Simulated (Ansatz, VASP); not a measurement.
## PtSe2 in two plane-wave programs

One calculation is typed for both programs; each brings its own data sets and cutoff. How far apart do they land? The cell comes out of the VASP series on this material, whose earlier steps may have relaxed, scaled or displaced it; both programs get it as it stands.

Main program and level: Ansatz 0.2.0; plane waves, with VASP 6.6.1 beside it; relaxation of cell and atoms at r2SCAN and relaxation of cell and atoms at PBEsol, spin-orbit coupling.

### Step 1. The structure

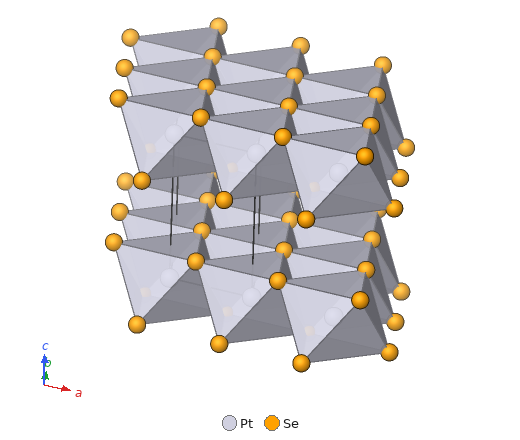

Start, viewed slightly off an axis; platinum light grey, selenium orange. 2×2×1 cells are drawn. Some periodic images of atoms are drawn too.

Coordinates:

```cif
data_structure
_symmetry_space_group_name_H-M 'P 1'
_symmetry_Int_Tables_number 1
_cell_length_a 3.7220
_cell_length_b 3.7220
_cell_length_c 5.7260
_cell_angle_alpha 90.000
_cell_angle_beta 90.000
_cell_angle_gamma 120.000
_cell_volume 68.70
loop_
_atom_site_label
_atom_site_type_symbol
_atom_site_fract_x
_atom_site_fract_y
_atom_site_fract_z
_atom_site_occupancy
Pt1 Pt 0.00000 0.00000 0.00000 1
Se2 Se 0.66667 0.33333 0.77136 1
Se3 Se 0.33333 0.66667 0.22864 1
```

### Step 2. VASP: relaxation of cell and atoms, r2SCAN

The relaxed volume is the usual yardstick between codes: its relative difference is about their pressure difference at one cell divided by the bulk modulus.

Lines of VASP's logs that name or quote its potential files are left out, and so is its time.

File INCAR:

```
SYSTEM = PtSe2
PREC = Accurate
ENCUT = 450
EDIFF = 1E-06
NELM = 100
ISMEAR = 1
SIGMA = 0.1
LREAL = .FALSE.
ALGO = Normal
METAGGA = R2SCAN
LASPH = .TRUE.
NBANDS = 17
LORBIT = 11
LWAVE = .FALSE.
LCHARG = .FALSE.
KPAR = 2
IBRION = 2
NSW = 50
ISIF = 3
EDIFFG = -0.01
```

File POSCAR:

```
PtSe2
1.0
    3.7220120955      0.0000000000      0.0000000000
   -1.8610060477      3.2233570279      0.0000000000
    0.0000000000      0.0000000000      5.7260296841
Pt Se
1 2
Direct
    0.0000000000      0.0000000000      0.0000000000
    0.6666666667      0.3333333333      0.7713570220
    0.3333333333      0.6666666667      0.2286429780
```

File KPOINTS:

```
Automatic mesh
0
Gamma
8 8 6
0 0 0
```

Potentials, in the order of the species: Pt and Se (PBE family, release 64).

On the command line:

```sh
mpirun -np 2 vasp_std
```

Numbers of over 12 decimals in the logs are rounded to 6 here.

Log:

```text
[banner, memory and clock lines left out]
running    2 mpi-ranks, on    1 nodes
 distrk:  each k-point on    1 cores,    2 groups
 distr:  one band on    1 cores,    1 groups

 POSCAR found type information on POSCAR PtSe
 POSCAR found :  2 types and       3 ions
|                                                                             |
|               ----> ADVICE to this user running VASP <----                  |
|                                                                             |
|     You enforced a specific xc type in the INCAR file but a different       |
|     [... a line on the potential file left out ...]
|     I HOPE YOU KNOW WHAT YOU ARE DOING!                                     |
|                                                                             |

 LDA part: xc-table for (None), standard interpolation
 POSCAR, INCAR and KPOINTS ok, starting setup
 FFT: planning ... GRIDC
 FFT: planning ... GRID_SOFT
 FFT: planning ... GRID
 WAVECAR not read
 entering main loop
       N       E                     dE             d eps       ncg     rms          rms(c)
DAV:   1     0.318568987606E+02    0.31857E+02   -0.93567E+03  1732   0.102E+03
DAV:   2    -0.830012263041E+02   -0.11486E+03   -0.11124E+03  2129   0.208E+02
DAV:   3    -0.876107528367E+02   -0.46095E+01   -0.45826E+01  2095   0.432E+01
DAV:   4    -0.876453487992E+02   -0.34596E-01   -0.34582E-01  2160   0.402E+00
DAV:   5    -0.876458091774E+02   -0.46038E-03   -0.46035E-03  2135   0.441E-01    0.129E+01
DAV:   6    -0.818135815377E+02    0.58322E+01   -0.83179E+00  1799   0.274E+01    0.877E+00
DAV:   7    -0.814716758936E+02    0.34191E+00   -0.12429E+00  1767   0.118E+01    0.421E+00
DAV:   8    -0.815054327580E+02   -0.33757E-01   -0.12847E-01  1889   0.261E+00    0.116E+00
DAV:   9    -0.814960330040E+02    0.93998E-02   -0.33242E-02  1873   0.200E+00    0.196E-01
DAV:  10    -0.814967706594E+02   -0.73766E-03   -0.47937E-03  2091   0.481E-01    0.913E-02
DAV:  11    -0.814968100891E+02   -0.39430E-04   -0.15987E-04  1883   0.106E-01    0.471E-02
DAV:  12    -0.814968013972E+02    0.86919E-05   -0.18818E-05  2165   0.274E-02    0.545E-03
DAV:  13    -0.814968015186E+02   -0.12141E-06   -0.34242E-07  1373   0.474E-03
   1 F= -.81496802E+02 E0= -.81496881E+02  d E =-.814968E+02
[... from here on, the cycles between the ionic steps are left out ...]
   2 F= -.81496828E+02 E0= -.81496907E+02  d E =-.261698E-04
   3 F= -.81496833E+02 E0= -.81496912E+02  d E =-.313420E-04
   4 F= -.81496845E+02 E0= -.81496925E+02  d E =-.122765E-04
   5 F= -.81496881E+02 E0= -.81496960E+02  d E =-.479352E-04
   6 F= -.81496945E+02 E0= -.81497025E+02  d E =-.112093E-03
   7 F= -.81497043E+02 E0= -.81497124E+02  d E =-.210432E-03
   8 F= -.81497118E+02 E0= -.81497203E+02  d E =-.285576E-03
   9 F= -.81497140E+02 E0= -.81497225E+02  d E =-.214526E-04
  10 F= -.81497185E+02 E0= -.81497271E+02  d E =-.661574E-04
  11 F= -.81497191E+02 E0= -.81497282E+02  d E =-.729902E-04
  12 F= -.81497197E+02 E0= -.81497287E+02  d E =-.782463E-04
  13 F= -.81497200E+02 E0= -.81497289E+02  d E =-.817142E-04
  14 F= -.81497202E+02 E0= -.81497291E+02  d E =-.831608E-04
  15 F= -.81497213E+02 E0= -.81497302E+02  d E =-.112113E-04
 ZBRENT: can't locate minimum, use default step
 trial-energy change:   -0.000011  1 .order   -0.000012   -0.000012   -0.000012
 step:   0.8809(harm=  6.6099)  dis= 0.00117  next Energy=   -81.497382 (dE=-0.180E-03)
 bond charge predicted
       N       E                     dE             d eps       ncg     rms          rms(c)
DAV:   1    -0.814972497161E+02   -0.36639E-04   -0.16084E-03  1715   0.269E-01    0.298E-02
DAV:   2    -0.814972412960E+02    0.84201E-05   -0.10715E-04  2070   0.952E-02    0.139E-02
DAV:   3    -0.814972389476E+02    0.23484E-05   -0.59566E-06  1865   0.226E-02    0.653E-03
DAV:   4    -0.814972383374E+02    0.61016E-06   -0.41009E-06  1719   0.132E-02
  16 F= -.81497238E+02 E0= -.81497328E+02  d E =-.367396E-04
 curvature:  -1.02 expect dE=-0.145E-04 dE for cont linesearch -0.863E-05
 trial: gam=-0.24893 g(F)=  0.574E-05 g(S)=  0.852E-05 ort = 0.270E-04 (trialstep = 0.352E+00)
 search vector abs. value=  0.615E-05
 reached required accuracy - stopping structural energy minimisation
```

Parts of OUTCAR (step 2):

```text
ion  position               nearest neighbor table
   1  0.000  0.000  0.000-   2 2.52   3 2.52   3 2.52   2 2.52   2 2.52   3 2.52
   2  0.667  0.333  0.771-   1 2.52   1 2.52   1 2.52
   3  0.333  0.667  0.229-   1 2.52   1 2.52   1 2.52

  LATTYP: Found a hexagonal cell.
 ALAT       =     3.7220120955
 C/A-ratio  =     1.5384231800

 Subroutine GETGRP returns: Found 12 space group operations
 (whereof 12 operations were pure point group operations)

The static configuration has the point symmetry D_3d.

 Found     50 irreducible k-points:

   k-points           NKPTS =     50   k-points in BZ     NKDIM =     50   number of bands    NBANDS=     17

   dimension x,y,z NGX =    28 NGY =   28 NGZ =   40
   dimension x,y,z NGXF=    56 NGYF=   56 NGZF=   80

   ENCUT  =  450.0 eV  33.07 Ry    5.75 a.u.   6.44  6.44  9.90*2*pi/ulx,y,z

   NELECT =      22.0000    total number of electrons

 k-points in reciprocal lattice and weights: Automatic mesh
   0.00000000  0.00000000  0.00000000       0.003
   0.12500000  0.00000000  0.00000000       0.016
   0.25000000  0.00000000  0.00000000       0.016
   0.37500000 -0.00000000  0.00000000       0.016
   0.50000000  0.00000000  0.00000000       0.008
   0.12500000  0.12500000  0.00000000       0.016
   0.25000000  0.12500000  0.00000000       0.031
   0.37500000  0.12500000  0.00000000       0.031
   0.25000000  0.25000000  0.00000000       0.016
[...]
0.25000000  0.25000000  0.50000000       0.016
   0.37500000  0.25000000  0.50000000       0.016

 average (electrostatic) potential at core
       1 -75.7133       2 -58.6046       3 -58.6046

 E-fermi :   4.3974

 k-point     1 :       0.0000    0.0000    0.0000
  band No.  band energies     occupation
    ...
      7       0.7052      2.00000
      8       2.1307      2.00000
      9       3.7267      2.00000
     10       3.7267      2.00000
     11       4.3152      1.99121
     12       6.7073      0.00000
     13       6.7073      0.00000
     14       9.1498      0.00000
     15       9.5510      0.00000
     16      12.6857      0.00000
    ...

 k-point     2 :       0.1250    0.0000    0.0000
  band No.  band energies     occupation
    ...
      7       0.5887      2.00000
      8       1.8065      2.00000
      9       3.3228      2.00000
     10       3.6650      2.00000
     11       4.3288      1.90992
     12       5.9970     -0.00000
     13       6.5729      0.00000
     14      10.0358      0.00000
     15      10.4445      0.00000
     16      12.1274      0.00000
    ...

 k-point     3 :       0.2500    0.0000    0.0000
  band No.  band energies     occupation
    ...
      7       0.4616      2.00000
      8       1.3440      2.00000
      9       2.8037      2.00000
     10       3.2320      2.00000
     11       3.5615      2.00000
     12       5.7899     -0.00000
     13       6.5451      0.00000
     14       9.9343      0.00000
     15      11.4993      0.00000
     16      12.7912      0.00000
    ...

  Total        0.0104663      0.0104663     -0.0176336      0.0000000     -0.0000000     -0.0000000
  in kB        0.2410449      0.2410449     -0.4061124      0.0000000     -0.0000000     -0.0000000
  external PRESSURE =       0.0253258 kB  Pullay stress =       0.0000000 kB

  energy-cutoff  :      450.00
  volume of cell :       69.57
      direct lattice vectors                 reciprocal lattice vectors
     3.717688590 -0.000000000 -0.000000000     0.268984337  0.155298179 -0.000000000
    -1.858844295  3.219612763 -0.000000000     0.000000000  0.310596359 -0.000000000
     0.000000000  0.000000000  5.812040396     0.000000000  0.000000000  0.172056616

 POSITION                                       TOTAL-FORCE (eV/Angst)
 -----------------------------------------------------------------------------------
      0.00000      0.00000     -0.00000         0.000000      0.000000      0.000000
      1.85884      1.07320      4.49980         0.000000      0.000000      0.007714
     -0.00000      2.14641      1.31224        -0.000000     -0.000000     -0.007714
 -----------------------------------------------------------------------------------
    total drift:                               -0.000000     -0.000000     -0.000000

  FREE ENERGIE OF THE ION-ELECTRON SYSTEM (eV)
  ---------------------------------------------------
  free  energy   TOTEN  =       -81.4972383374 eV

  energy  without entropy=      -81.4975059537  energy(sigma->0) =      -81.49732754

 reached required accuracy - stopping structural energy minimisation

 total charge
# of ion       s       p       d       tot
------------------------------------------
    1        0.669   0.697   7.975   9.341
    2        1.478   2.288   0.058   3.824
    3        1.478   2.288   0.058   3.824
--------------------------------------------------
tot          3.625   5.273   8.092  16.989

[... 3 further parts left out ...]
```

CONTCAR:

```
PtSe2
   1.00000000000000
     3.7176885903369086   -0.0000000000000676   -0.0000000000000000
    -1.8588442951185713    3.2196127625953901   -0.0000000000000000
     0.0000000000000003    0.0000000000000000    5.8120403959375340
  Pt              Se
     1     2
Direct
     0.0000000000000000    0.0000000000000000    0.0000000000000000
     0.6666666667000030    0.3333333332999970    0.7742198724025149
     0.3333333332999970    0.6666666667000030    0.2257801275974853
```

### Step 3. Ansatz: relaxation of cell and atoms, r2SCAN

Ansatz runs on its default PAW (the set named soft_2) files.

The same cell, functional, mesh and smearing now go to Ansatz, which takes its cutoff from its data sets.

File input.yaml:

```yaml
crystal:
  lattice:
    - [3.7220120955, 0.0, 0.0]
    - [-1.8610060477, 3.2233570279, 0.0]
    - [0.0, 0.0, 5.7260296841]
  atoms:
    - { symbol: Pt, position: [0.0, 0.0, 0.0] }
    - { symbol: Se, position: [0.6666666667, 0.3333333333, 0.771357022] }
    - { symbol: Se, position: [0.3333333333, 0.6666666667, 0.228642978] }
hamiltonian:
  xc: r2scan
  pseudopotentials: { kind: paw }
kpoints:
  mp_grid: { grid: [8, 8, 6] }
scf:
  occupations: { method: methfessel_paxton, width: 0.1 }
relax:
  f_tol: 0.01
  max_steps: 60
  cell: { stress_tol: 0.05 }
output:
  forces: true
  stress: true
  write_density: true
  write_potential: true
  elf: true
  volumetric_format: npy
```

On the command line:

```sh
ansatz run input.yaml --threads 4 --pin off --max-ram 9216MiB --backend cpu --events-out ev --progress --plain --runs-dir out
```

Log:

```text
Engine: ansatz 0.2.0, aarch64-unknown-linux-gnu
Pseudopotentials: kind: paw
Pseudopotential: Pt, paw, valence charge 18, recommended cutoff 500 eV (meta_gga), Pt.paw.azcp
Pseudopotential: Se, paw, valence charge 16, recommended cutoff 500 eV (meta_gga), Se.paw.azcp
Functional definition: r2SCAN
  parameter k0 = 0.174
  parameter k1 = 0.065
  parameter a1 = 4.9479
  exchange = r2scan_x(k0 = k0, k1 = k1, a1 = a1)
  correlation = r2scan_c
Crystal: 3 atoms, lattice volume = 68.697 Å³
Basis set: ecut = 500 eV, 1749 PW (Γ), exchange–correlation on 120×120×180 points (64 copies of the dense FFT grid, shifted against one another)
Bands: 30, of which v1, the nominal top of the filled ones, is band 25 counted from 1 (24 counted from 0)
Symmetry: 12 space group operations
Space group: P-3m1 (ITA 164), of the structure as read, at distance tolerance 4.1e-5 Å
k-points: 50 of 384
Non-local potential: Pt, projectors of the file, l = 0: 3, l = 1: 2, l = 2: 2, l = 3: 1
Non-local potential: Se, projectors of the file, l = 0: 2, l = 1: 2, l = 2: 3, l = 3: 1
PAW form: soft (Blöchl's): semilocal exchange-correlation on the pseudo side does not see the compensation charge
PAW frozen core: Pt, regenerated for the run's functional (the file was generated under x = pbe(κ = 0.804, μ = 0.219515), c = pbe(β = 0.066725))
PAW frozen core: Se, regenerated for the run's functional (the file was generated under x = pbe(κ = 0.804, μ = 0.219515), c = pbe(β = 0.066725))
PAW one-centre angular grid: Pt, 590 points (default); XC on 160 Gauss nodes
PAW one-centre angular grid: Se, 590 points (default); XC on 160 Gauss nodes
Initial density: superposition of atomic densities (neutral atoms: chi_scale 0, normalization atom), corrected by the library's trained network
Initial wavefunctions: pseudopotential atomic-orbital guess
Functional: x = r2scan, c = r2scan; τ floored in thin density (d = 2e-4 eV/Å³)
SCF iter   1: F=—  HF=-23494.379829 eV  |F-HF|=—  |Δ(HF+E_count)|=         —  Δρ=6.13e-3  dr2=1.14e-2  dr2_τ=5.91e-2  ethr=1.77e-3  ⟨swp⟩=5.7  Hψ=5856  notcnv=0
preconditioner: auto → Resta (q_TF=auto, 2.588 Å⁻¹)  ε∞=5.1  [insulator: Δε(μ)=0.472 eV  Ē_g=10.419 eV  σ=0.100 eV  W_gap=1.00  n_scr=22 (ndim 8)  ℏωp=21.0 eV  f_vac=0.117  D(μ)=-0.00/eV (n_scr^D=0)  ε∞_Penn≈5.1]
SCF iter   2: F=—  HF=-23494.413150 eV  |F-HF|=—  |Δ(HF+E_count)|=   3.33e-2  S|Δr|=    0.00e0  Δρ=3.92e-3  dr2=4.56e-3  dr2_τ=4.14e-4  ethr=2.28e-5  ⟨swp⟩=2.0  Hψ=3221  notcnv=0  defer=43
SCF iter   3: F=—  HF=-23494.414193 eV  |F-HF|=—  |Δ(HF+E_count)|=   1.04e-3  S|Δr|=    0.00e0  Δρ=1.19e-3  dr2=7.90e-4  dr2_τ=1.24e-4  ethr=9.11e-6  ⟨swp⟩=2.1  Hψ=1641  notcnv=0  defer=43
SCF iter   4: F=—  HF=-23494.414309 eV  |F-HF|=—  |Δ(HF+E_count)|=   1.15e-4  S|Δr|=    0.00e0  Δρ=3.43e-4  dr2=1.17e-4  dr2_τ=2.02e-5  ethr=1.58e-6  ⟨swp⟩=2.0  Hψ=1956  notcnv=0  defer=43
SCF iter   5: F=—  HF=-23494.414307 eV  |F-HF|=—  |Δ(HF+E_count)|=   1.37e-6  S|Δr|=    0.00e0  Δρ=1.82e-4  dr2=1.38e-5  dr2_τ=9.83e-7  ethr=2.33e-7  ⟨swp⟩=2.9  Hψ=2490  notcnv=0  defer=43
SCF iter   6: F=—  HF=-23494.414321 eV  |F-HF|=—  |Δ(HF+E_count)|=   1.33e-5  S|Δr|=    0.00e0  Δρ=2.86e-5  dr2=6.42e-7  dr2_τ=4.75e-8  ethr=2.77e-8  ⟨swp⟩=2.8  Hψ=2370  notcnv=0  defer=43
SCF iter   7: F=-23494.414321 eV  HF=-23494.414321 eV  |F-HF|=1.66e-8  |Δ(HF+E_count)|=   3.80e-7  S|Δr|=    0.00e0  Δρ=5.37e-6  dr2=1.80e-8  dr2_τ=9.71e-10  ethr=2.00e-10  ⟨swp⟩=8.4  Hψ=9674  notcnv=0
SCF 1 converged in 7 iterations: F = -23494.414321 eV  dr2 = 1.80e-8
  Residual-converged pass: ⟨swp⟩=1.0  Hψ=1700  notcnv=0  max |occ|·‖R‖ = 6.9e-9 eV (tolerance 1.0e-8 eV)  dr2=1.80e-8  dr2_τ=9.71e-10  dr2_onsite=8.64e-10  max |Δocc| = 1.6e-13
  greatest PAW one-centre occupation: 1.000 electrons in one spin orbital (limit 2), on the Pt atom at site 0 (counted from 0), in its partial waves of l = 0
relax step   1: F+E_penalty+E_count = -23494.41432107 eV  Δ(F+E_penalty+E_count) = +0.000e0 eV  max|allowed force component| = 1.800e-2 eV/Å  Δτ_max = 0.0000 Å  P = -0.027 GPa  Ω = 68.697 Å³  (7 SCF iters, dr2 threshold 1.00e-7 eV, accepted)
[...]
relax step   2: F+E_penalty+E_count = -23494.41451405 eV  Δ(F+E_penalty+E_count) = -1.930e-4 eV  max|allowed force component| = 2.556e-2 eV/Å  Δτ_max = 0.0096 Å  P = +0.081 GPa  Ω = 69.042 Å³  energy of the carried Pulay correction = -4.553e-5 eV  (6 SCF iters, dr2 threshold 2.03e-8 eV, accepted)
[...]
relax step   3: F+E_penalty+E_count = -23494.41475660 eV  Δ(F+E_penalty+E_count) = -2.425e-4 eV  max|allowed force component| = 1.796e-2 eV/Å  Δτ_max = 0.0043 Å  P = +0.065 GPa  Ω = 69.294 Å³  energy of the carried Pulay correction = -7.876e-5 eV  (5 SCF iters, dr2 threshold 1.71e-7 eV, accepted)
[...]
relax step   4: F+E_penalty+E_count = -23494.41490421 eV  Δ(F+E_penalty+E_count) = -1.476e-4 eV  max|allowed force component| = 3.525e-5 eV/Å  Δτ_max = 0.0077 Å  P = +0.003 GPa  Ω = 69.774 Å³  energy of the carried Pulay correction = -1.416e-4 eV  (6 SCF iters, dr2 threshold 8.01e-8 eV, accepted)
[...]
relax step   5: F+E_penalty+E_count = -23494.41505684 eV  Δ(F+E_penalty+E_count) = -1.526e-4 eV  max|allowed force component| = 4.714e-6 eV/Å  Δτ_max = 0.0000 Å  P = +0.004 GPa  Ω = 69.774 Å³  stress off target by 9.59e-3 GPa  SCF on the basis re-selected at this cell (its energy is not comparable with the rows above)  (6 SCF iters)
basis re-selected at this cell: Δ(F+E_penalty+E_count) = -1.526e-4 eV, ΔP = +0.001 GPa vs the last step (what re-selecting the basis moved, of the pressure what is left beyond the Pulay correction that the steps carried, after the strain that the cell walked since its last selection, with what the two solves' SCF thresholds leave and, on support functions, any second-order correction that the steps lacked; it is no m [...]
SCF converged after 6 iterations
Stability not checked: this state was not tested for a lower state beside it, because cold or Methfessel-Paxton smearing, or corrected tetrahedra, fill the levels in a way that the test cannot read (fill_not_monotonic; see scf.lower_state_search)
Free energy (F): -23494.415057 eV
Harris-Foulkes:  -23494.415057 eV  (|F-HF|=7.28e-12)
Internal energy: -23494.415058 eV  (E = F + TS)
E sigma→0 (E₀):  -23494.415057 eV
Entropy (-TS):   0.000002 eV (0.001 meV/atom)
Fermi energy:    10.500558 eV
Step filling:    the computed levels leave a gap of 0.6086 eV = 6.1 smearing widths at the electron count; against every level under it full and every level over it empty, smearing changes F+E_penalty+E_count by +7.85e-5 meV and its σ→0 estimate by -3.04e-4 meV
--- Per-component energies (eV) ---
  E_band       = -1117.763048
  E_kinetic    = 873.446143
  E_local      = -7936.029446  (includes V_loc(G=0)·N_el)
  E_nonlocal   = -988.062300
  E_hartree    = 3667.943484
  E_xc         = -446.329775
  E_vxc        = -548.839649  (∫ρ·V_xc dr)
  E_paw        = -13330.971787  (= ΣΔE_a)
  E_vpaw       = 113.707827  (= ΣTr[D̂ρ^β])
  E_aug_tail   = -0.000274  (compensation charges beyond the density's cutoff)
  E_vtau       = 32.127569  (kinetic-family band-sum trace: ∫τ·v_τ [+ j·A + Jᵃ·Aᵃ] dr)
  E_ewald      = -5330.650068
  E_core_change = -3.761035  (= ΣΔE_core)
  E_smearing   = 0.000002  (= −TS)
  E_closure    = -0.000000  (closes the sum)
  Σ components = -23494.415057   (vs F -23494.415057, Δ=0.00e0)
--- Forces (eV/Å), atoms counted from 1 ---
  atom   1  Pt    -0.00000000     0.00000000     0.00000000
  atom   2  Se     0.00000000    -0.00000000    -0.00000471
  atom   3  Se    -0.00000000     0.00000000     0.00000471
  max |Σ_I F_I| component: 2.31e-18 eV/Å
--- Stress (GPa, compression-positive) ---
        0.001854       0.000000      -0.000000
        0.000000       0.001854       0.000000
       -0.000000       0.000000       0.009589
  P = ⅓ Tr σ = 0.0044 GPa (0.044 kbar)
--- Band table (eV; the first three rows and the last of 50) ---
  k-point 0: bands = [... 21 lower, 8.0069, 9.6065, 9.6065, 10.1734, 12.6078, 12.6078, 15.0456, 15.4490, ... 1 higher]
  k-point 1: bands = [... 21 lower, 8.0126, 9.5750, 9.5750, 9.7856, 12.6718, 12.6718, 15.3648, 15.6526, ... 1 higher]
  k-point 2: bands = [... 21 lower, 8.0339, 9.0477, 9.5146, 9.5146, 12.8004, 12.8004, 15.6725, 16.4085, ... 1 higher]
  k-point 49: bands = [... 21 lower, 6.9573, 7.0647, 8.3080, 8.4015, 11.9236, 12.3148, 16.5282, 17.4777, ... 1 higher]
--- Relaxed structure (4 steps of the walk, 4 accepted, 1 SCFs on fresh bases) ---
  F+E_penalty+E_count = -23494.41505684 eV   max|allowed force component| = 4.714e-6 eV/Å   (the final SCF, on the basis selected at the relaxed cell)
  cell:  # Å, volume = 69.7736 Å³
    - [3.717100, -2.8829324022881835e-11, 0]
    - [-1.858550, 3.219103, 0]
    - [0, 0, 5.831119]
  atoms:
    - { symbol: Pt, position: [0, 0, 0] }
    - { symbol: Se, position: [0.666667, 0.333333, 0.775119] }
    - { symbol: Se, position: [0.333333, 0.666667, 0.224881] }
```

Run time: 14 s. Hardware: 4 threads of Arm Neoverse V2, shared host; peak memory 0.62 GiB.

(Part 1 of 2 ends here.)

[Lines on the potential files, build, host, timing and source positions are cut from VASP's logs without a mark.]

[Logs are printed without paths, hosts, clocks, repeated set-up lines and the standing remarks that a program may print on its own settings, such as how far it seeks lower states.]

[Hosts, paths, dates, database ids (printed as entryN), source tags and the programs' standing remarks are cut or masked in the printed files.]
